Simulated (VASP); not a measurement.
Band structure of TlBr (space group Cmcm). Method: PBEsol GGA with spin-orbit coupling, VASP's PBE PAW potentials (set 64) (plane waves; VASP).

The path is coarsely sampled, so an indirect gap can come out somewhat too large.

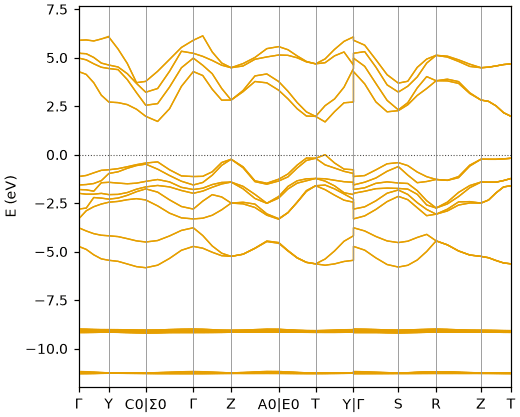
Figure. Bands along high-symmetry lines, zero at the valence-band maximum or, without a gap, the Fermi level

### Question
Read the plot: is there a gap, and where are the band edges?

### Answer
The gap is direct, 1.69 eV, from the valence maximum at T-Y at 0.25 to the conduction minimum at T-Y at 0.25.

The structure comes from a computed database's TlBr entry (Cmcm); how it stands against other phases isn't given here. It was relaxed first, which changed the volume by -6 %.
